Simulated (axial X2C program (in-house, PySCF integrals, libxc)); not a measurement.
Relativistic diatomic calculation, with input and output: ClB⁺

System: ClB⁺, single determinant with M_S = 1/2 and |Λ| = 0.
Method: PBE0, spin-free X2C-1e, Cl dyall-av3z, B dyall-v3z (cores contracted) (axial X2C program (in-house, PySCF integrals, libxc)).

## Results in brief

```
                    quantity                                                                 value
                     outcome                                                             converged
              bond length rₑ                                                               1.599 Å
                          ωₑ                                                             1147 cm⁻¹
       energy at the minimum                                                    −485.89846 hartree
   depth below the fragments                                                               4.23 eV
largest ⟨S²⟩ along the curve                                                                  0.76
                    hardware  1 thread of Arm Neoverse V1, 24 GiB of memory available, shared host
                   wall time                                                                 3.3 s
                 peak memory                                                              0.51 GiB
```

## Input file
```
{"zs": [17, 5], "q": 1, "bas": ["dyall-av3z", "dyall-v3z"], "levels": ["PBE0", "HF", "r2SCAN0"], "cc": true, "r0": 1.84, "thr": -2.0, "nmax": 90, "npts": 10, "nst": 2, "ntry": 6}
```

The line is the task of a batch: nuclear charges, charge, bases, the levels to run, a first guess of the distance and further settings. This report covers PBE0 without spin-orbit coupling. The log is that of the reference distance 1.603 Å, started from orbitals converged before.

Launched within a batch (the task file carries these settings):
```bash
python <driver script> task.json out
```

## Output
```
spin-free X2C-1e  PBE0
basis functions 104  fitting functions 573  grid points 4350
iter        total energy     max residual
   1       -485.898447241     3.48e-05
   2       -485.898447245     1.96e-05
converged
one-electron -718.38294491  Coulomb 236.34766500  exact exchange -7.81770886  xc functional -24.10538544  nuclear repulsion 28.05992697
```

## The points of the curve

| R (Å) | E (hartree) | dipole (D; origin at the first atom, positive when the second is positive) | highest filled (eV) | lowest empty (eV) |
| --- | --- | --- | --- | --- |
| 1.395 | −485.853226 | 3.18 | −17.02 | −10.92 |
| 1.459 | −485.879634 | 3.61 | −17.19 | −11.14 |
| 1.507 | −485.891047 | 3.94 | −17.32 | −11.32 |
| 1.555 | −485.896922 | 4.26 | −17.43 | −11.49 |
| 1.603 | −485.898447 | 4.59 | −17.54 | −11.68 |
| 1.659 | −485.896015 | 4.97 | −17.65 | −11.89 |
| 1.715 | −485.890207 | 5.35 | −17.75 | −12.11 |
| 1.787 | −485.879326 | 5.82 | −17.84 | −12.38 |
| 1.875 | −485.862891 | 6.38 | −17.58 | −12.70 |
| 2.004 | −485.836845 | 7.12 | −17.10 | −13.12 |

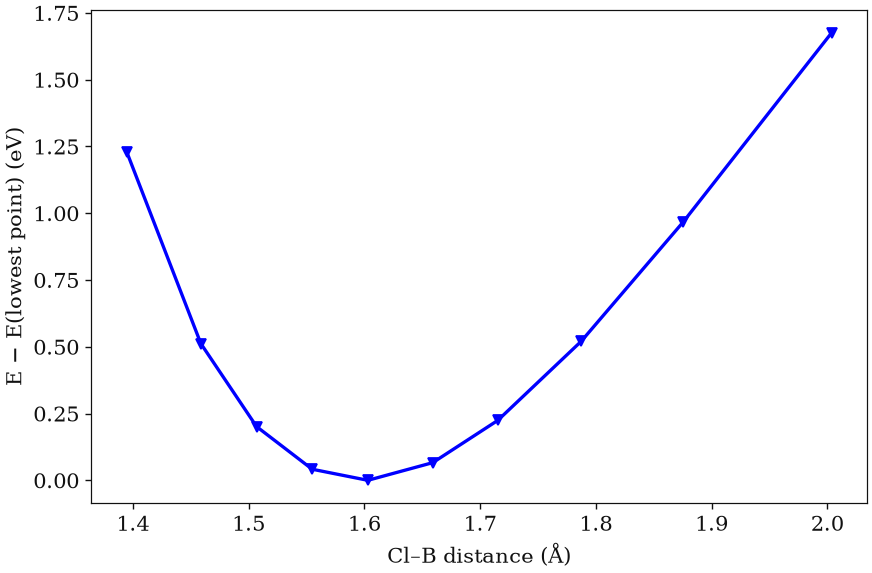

Figure 1. Energy at 10 bond lengths, for one set of occupations held fixed; the line joins the points. A polynomial of degree 6 through 9 points gives rₑ = 1.599 Å, ωₑ = 1147 cm⁻¹, ωₑxₑ = 6.2 cm⁻¹ and Bₑ = 0.7878 cm⁻¹. The minimum lies 4.23 eV below Cl + B⁺, each computed as one determinant at the same level.

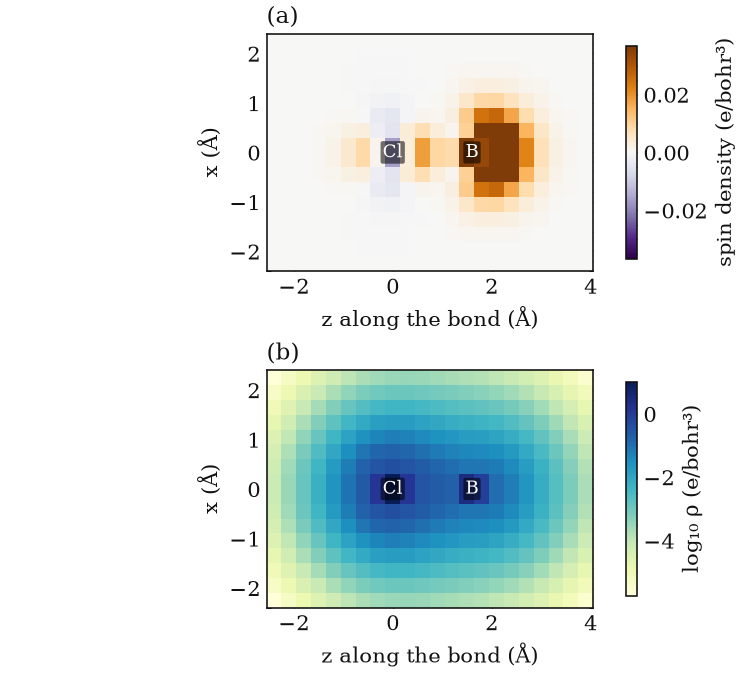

Figure 2. (a) spin density; (b) electron density on a logarithmic scale, in a plane that holds the axis, at 1.60 Å, on points 0.3 Å apart (one half computed, the other mirrored); the structure near the nuclei is finer than these points.

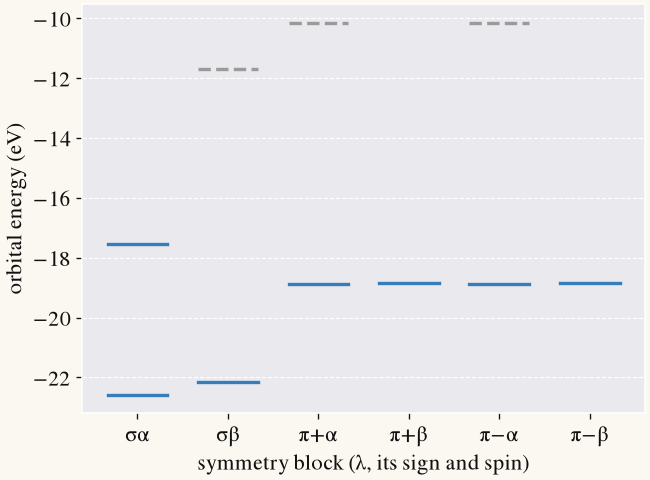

Figure 3. Orbital energies near the frontier at 1.60 Å, filled (solid) and empty (dashed); a label such as π−α means λ = −1 and α spin. The highest filled orbital (σα; 46 % B p, 34 % B s) lies at −17.54 eV, the lowest empty one (σβ; 42 % B s, 33 % B p) at −11.68 eV.
